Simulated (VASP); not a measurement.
**Pd: the relaxed cell at several levels**

Which functional gives the lattice of Pd as experiment finds it, and is a dearer one worth its cost? The levels: PBE, LDA, r2SCAN and PBE + D3(BJ). The start is a cell from a database of measured crystal structures.

Calculated with VASP 6.6.1; PBE; plane waves and PAW (Pd), in the first sound run; inputs show where later runs differ.

The experiments to compare with:

For Pd, face-centred cubic (pure Pd, 293.15 K), “Dislocation healing during hydrogen absorption and desorption in palladium” (2022, arxiv:2204.14071) quotes earlier work: lattice constant a (a of Pd at 20 C, earlier published value) 3.8902 ± 0.0006 Å [literature evaluation of collated data, not a single measurement; authors consider their …].

Most raw output is cut from this account.

## (1) The starting structure

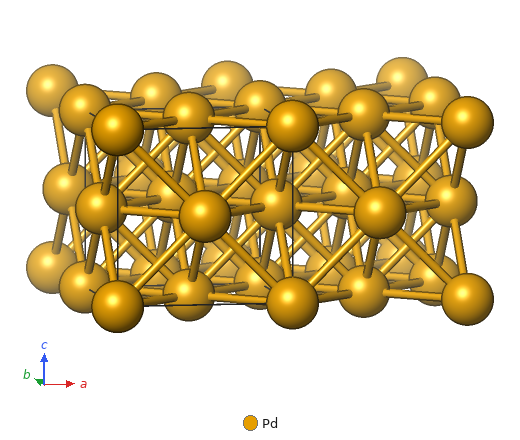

The starting structure, seen slightly off an axis (palladium orange). 2×2×1 cells are drawn. This picture shows the conventional cell, with its axes. Some periodic images of atoms are drawn too.

Coordinates:

```
Pd
1.0
     0.00000    1.95000    1.95000
     1.95000    0.00000    1.95000
     1.95000    1.95000    0.00000
Pd
1
Direct
  0.00000 0.00000 0.00000
```

## (2) Relaxation with PBE

The start need not lie at this functional's minimum. ISIF = 3 frees volume, shape and positions, and EDIFFG sets the threshold on forces and stress at which the search stops. PBE, the usual starting point, adds the gradient of the density.

Input file INCAR:

```
SYSTEM = Pd
PREC = Accurate
ENCUT = 520
EDIFF = 1E-06
NELM = 100
ISMEAR = -1
SIGMA = 0.05
LREAL = .FALSE.
ALGO = Normal
GGA = PE
NBANDS = 11
LASPH = .TRUE.
LORBIT = 11
LWAVE = .FALSE.
LCHARG = .FALSE.
KPAR = 2
IBRION = 2
NSW = 60
ISIF = 3
EDIFFG = -0.01
```

Input file POSCAR:

```
Pd
1.0
    0.0000000000      1.9500000000      1.9500000000
    1.9500000000      0.0000000000      1.9500000000
    1.9500000000      1.9500000000      0.0000000000
Pd
1
Direct
    0.0000000000      0.0000000000      0.0000000000
```

Input file KPOINTS:

```
Automatic mesh
0
Gamma
10 10 10
0 0 0
```

Potentials, in the order of the species: Pd (PBE family, release 64).

Launch:

```bash
mpirun -np 2 vasp_std
```

It took 7.6 s on 2 MPI ranks of Intel Xeon Platinum 8488C (Sapphire Rapids), shared host; peak memory 0.27 GiB; 14 s of CPU time.

The k-mesh is coarse for a metal. The run keeps the 48 symmetry operations of its start, so it cannot find a distortion of lower symmetry.

Step by step:

```
step  energy less that of the first step (eV)  largest force (eV/Å)  pressure (GPa)  volume (Å³)
   1                                   0.0000                0.0000            5.54        14.83
   2                                   0.0066                0.0000           -6.43        15.96
   3                                  -0.0076                0.0000           -0.04        15.29
```

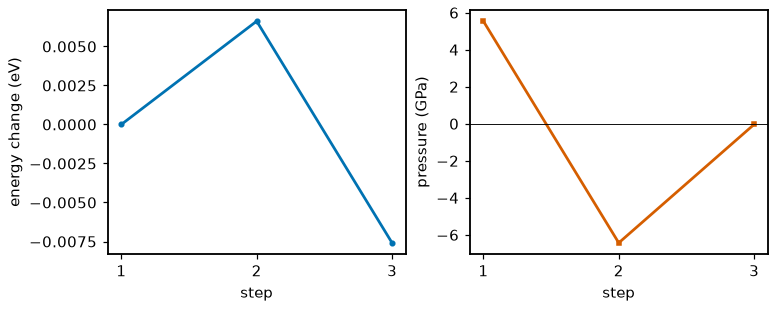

Energy and pressure along the relaxation.

```
conventional cell, symmetrised  before  after  change
                         a (Å)   3.900  3.940  +1.0 %
                         b (Å)   3.900  3.940  +1.0 %
                         c (Å)   3.900  3.940  +1.0 %
              volume (Å³/atom)   14.83  15.29  +3.1 %
```

The relaxed structure:

```xyz
1
Lattice="0.0000 1.9699 1.9699 1.9699 0.0000 1.9699 1.9699 1.9699 0.0000" Properties=species:S:1:pos:R:3 pbc="T T T"
Pd    0.0000    0.0000    0.0000
```

Numbers from this step:

```
electrons                       : 10
bands                           : 11
irreducible k-points            : 47
symmetry operations             : 48
free energy (TOTEN)             : -5.238 eV
energy at zero smearing         : -5.230 eV
Fermi energy                    : 9.200 eV
pressure                        : -0.03510 GPa
metallic                        : yes
SCF cycles over all ionic steps : 26
```

It ends with forces that vanish by symmetry and a pressure of -0.04 GPa. The volume lies +3.1 % from that of the database's start. The conventional cell has a = 3.940 Å.

## (3) Relaxation with LDA

This step: LDA; plane waves and PAW (Pd) (VASP 6.6.1).

LDA, the lowest rung, knows the local density alone.

Changes to INCAR since step 2:

```diff
@@ -9,3 +9,3 @@
 ALGO = Normal
-GGA = PE
+GGA = CA
 NBANDS = 11
```

POSCAR is that of step 2.

KPOINTS is that of step 2.

Launch:

```bash
mpirun -np 2 vasp_std
```

The job ended after 7.2 s (2 MPI ranks; peak memory 0.26 GiB).

The PAW data sets were made with PBE, though LDA sets exist; this is a small mismatch.

The steps of the relaxation:

| step | energy less that of the first step (eV) | largest force (eV/Å) | pressure (GPa) | volume (Å³) |
| --- | --- | --- | --- | --- |
| 1 | 0.0000 | 0.0000 | -9.03 | 14.83 |
| 2 | 0.0485 | 0.0000 | 22.07 | 13.11 |
| 3 | -0.0193 | 0.0000 | -0.24 | 14.19 |
| 4 | -0.0193 | 0.0000 | -0.02 | 14.18 |

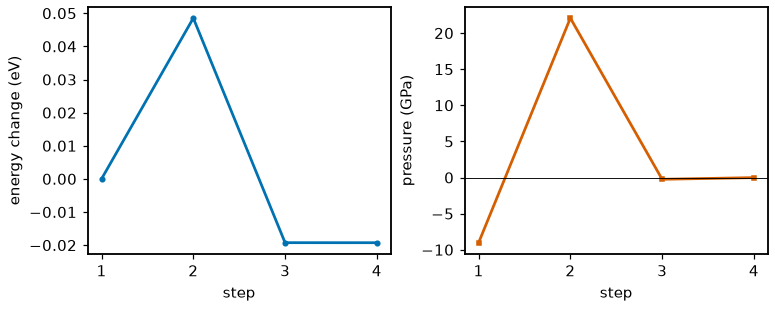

Energy and pressure along the relaxation.

```csv
"conventional cell, symmetrised",before,after,change
a (Å),3.900,3.842,-1.5 %
b (Å),3.900,3.842,-1.5 %
c (Å),3.900,3.842,-1.5 %
volume (Å³/atom),14.83,14.18,-4.4 %
```

The relaxed structure:

```
Pd
1.0
     0.00000    1.92110    1.92110
     1.92110    0.00000    1.92110
     1.92110    1.92110    0.00000
Pd
1
Direct
  0.00000 0.00000 0.00000
```

Numbers from this step:

```yaml
free_energy_toten: -6.542 eV
energy_at_zero_smearing: -6.535 eV
fermi_energy: 10.19 eV
pressure: -0.01528 GPa
scf_cycles_over_all_ionic_steps: 28
```

It ends at 14.18 Å³/atom, -4.4 % from the start, with -0.02 GPa left. The conventional cell has a = 3.842 Å.

## (4) Relaxation with r2SCAN

This step: r2SCAN; plane waves and PAW (Pd) (VASP 6.6.1).

r2SCAN adds the kinetic-energy density, costs more than a GGA and is run with LASPH.

Changes to INCAR since step 3:

```diff
@@ -9,5 +9,5 @@
 ALGO = Normal
-GGA = CA
+METAGGA = R2SCAN
+LASPH = .TRUE.
 NBANDS = 11
-LASPH = .TRUE.
 LORBIT = 11
```

POSCAR is that of step 3.

KPOINTS is that of step 3.

Launch:

```bash
mpirun -np 2 vasp_std
```

Wall time 26 s (2 MPI ranks); peak memory 0.27 GiB; 51 s of CPU time.

The PAW data sets were made with PBE, which is usual practice but a small mismatch for other functionals.

The steps of the relaxation:

| step | energy less that of the first step (eV) | largest force (eV/Å) | pressure (GPa) | volume (Å³) |
| --- | --- | --- | --- | --- |
| 1 | 0.0000 | 0.0000 | 1.71 | 14.83 |
| 2 | 0.0011 | 0.0000 | -2.62 | 15.17 |
| 3 | -0.0007 | 0.0000 | 0.09 | 14.96 |

```csv
"conventional cell, symmetrised",before,after,change
a (Å),3.900,3.911,+0.3 %
b (Å),3.900,3.911,+0.3 %
c (Å),3.900,3.911,+0.3 %
volume (Å³/atom),14.83,14.96,+0.9 %
```

The relaxed structure:

```xyz
1
Lattice="0.0000 1.9557 1.9557 1.9557 0.0000 1.9557 1.9557 1.9557 0.0000" Properties=species:S:1:pos:R:3 pbc="T T T"
Pd    0.0000    0.0000    0.0000
```

It ends at 14.96 Å³/atom, +0.9 % from the start, with 0.09 GPa left. The conventional cell has a = 3.911 Å.

## (5) Relaxation with PBE + D3(BJ)

This step: PBE with D3(BJ); plane waves and PAW (Pd) (VASP 6.6.1).

A dispersion term adds the long-range attraction that semilocal functionals lack. D3 with Becke-Johnson damping keeps a finite attraction at short range.

Changes to INCAR since step 4:

```diff
@@ -9,5 +9,6 @@
 ALGO = Normal
-METAGGA = R2SCAN
+GGA = PE
+IVDW = 12
+NBANDS = 11
 LASPH = .TRUE.
-NBANDS = 11
 LORBIT = 11
```

POSCAR is that of step 4.

KPOINTS is that of step 4.

Launch:

```bash
mpirun -np 2 vasp_std
```

Run time: 7.4 s. Hardware: 2 MPI ranks; peak memory 0.28 GiB.

Dispersion corrections of this kind ignore metallic screening and tend to overbind metals.

The steps of the relaxation:

```csv
step,energy less that of the first step (eV),largest force (eV/Å),pressure (GPa),volume (Å³)
1,0.0000,0.0000,-1.93,14.83
2,0.0013,0.0000,3.23,14.45
3,-0.0009,0.0000,0.02,14.68
```

```csv
"conventional cell, symmetrised",before,after,change
a (Å),3.900,3.887,-0.3 %
b (Å),3.900,3.887,-0.3 %
c (Å),3.900,3.887,-0.3 %
volume (Å³/atom),14.83,14.68,-1.0 %
```

Final coordinates:

```xyz
1
Lattice="0.0000 1.9433 1.9433 1.9433 0.0000 1.9433 1.9433 1.9433 0.0000" Properties=species:S:1:pos:R:3 pbc="T T T"
Pd    0.0000    0.0000    0.0000
```

It ends at 14.68 Å³/atom, -1.0 % from the start, with 0.02 GPa left. The conventional cell has a = 3.887 Å. Against plain PBE, the dispersion term moves a by -1.4 %.

## (6) The cells as a table

This step: relaxed cells at several levels; plane waves and PAW (VASP 6.6.1).

This step runs nothing: it gathers the runs above.

Lengths are those of the conventional cell; cost is the wall time of each run, as given at its step, times its ranks, without the set-up around it. Results by level, by row:

| level | volume (Å³/atom) | change from the start (%) | a (Å) | cost (core minutes) |
| --- | --- | --- | --- | --- |
| PBE | 15.29 | 3.1 | 3.94 | 0.253 |
| LDA | 14.18 | -4.4 | 3.842 | 0.24 |
| r2SCAN | 14.96 | 0.9 | 3.911 | 0.867 |
| PBE + D3(BJ) | 14.68 | -1 | 3.887 | 0.247 |

## (7) Summary of results

| Quantity | Value |
| --- | --- |
| volume, PBE | 15.29 Å³/atom |
| volume, LDA | 14.18 Å³/atom |
| volume, r2SCAN | 14.96 Å³/atom |
| volume, PBE + D3(BJ) | 14.68 Å³/atom |

**Reading.** For Pd the levels give volumes between 14.18 Å³/atom (LDA) and 15.29 Å³/atom (PBE), a spread of 7.8 %, while the cost of the finished runs spans a factor of 3.6. Within 1 % of experiment on every length: r2SCAN and PBE + D3(BJ). The nearest, PBE + D3(BJ), is among the cheap ones. Thermal and zero-point expansion, often some tenths of a per cent in length, bear on this order: with the measured lengths lowered by an assumed 0.4 % the nearest is still PBE + D3(BJ). The costs hold the number of ionic steps as well as the price of the functional. Adding D3(BJ) to PBE changes the volume by -4.0 % (a by -1.4 %). Pairwise corrections of the D and TS kind ignore the screening in a metal, so they may overbind here. Within 0.02 Å all end in space group Fm-3m; the runs can't lower the symmetry of the start. The k-sampling is coarse for a metal, so the Fermi level, pressures and the shape of the cell carry errors. Each is a single relaxation on the plane waves of the start cell, so larger changes of volume carry a basis-set error that was not tested here.

Calculation against experiment:

| quantity | measured | PBE | LDA | r2SCAN | PBE + D3(BJ) |
| --- | --- | --- | --- | --- | --- |
| lattice constant a (Å) | 3.8902 | 3.940 (+1.3 %) | 3.842 (-1.2 %) | 3.911 (+0.5 %) | 3.887 (-0.1 %) |

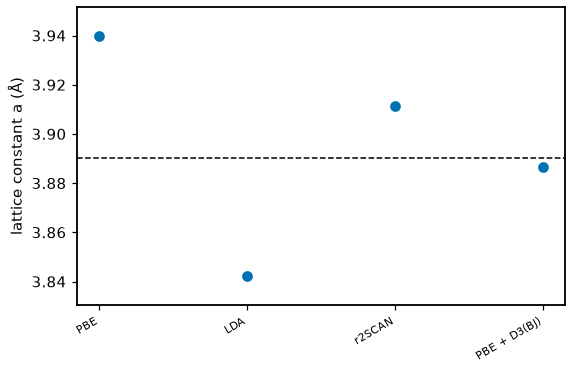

The lattice constant a by level; the dashed line is the measured value.

Measured values from arxiv:2204.14071 (2022).

**Verdict.** For the lattice constant a, of the levels listed nearest comes PBE + D3(BJ) (-0.1 %, good agreement) and farthest PBE (+1.3 %, fair agreement). The grades are ours: good and fair within 0.7 and 1.5 % for the lattice constant a. Zero-point motion and thermal expansion (measured at up to 293.15 K) are not in the computed lattice constants.

[Lines on the potential files, build, host, timing and source positions are cut from VASP's logs without a mark.]

[Logs are printed without paths, hosts, clocks, repeated set-up lines and the standing remarks that a program may print on its own settings, such as how far it seeks lower states.]

[Hosts, paths, dates, database ids (printed as entryN), source tags and the programs' standing remarks are cut or masked in the printed files.]

[A measured line is paired with the nearest computed mode of its activity, which favours agreement.]
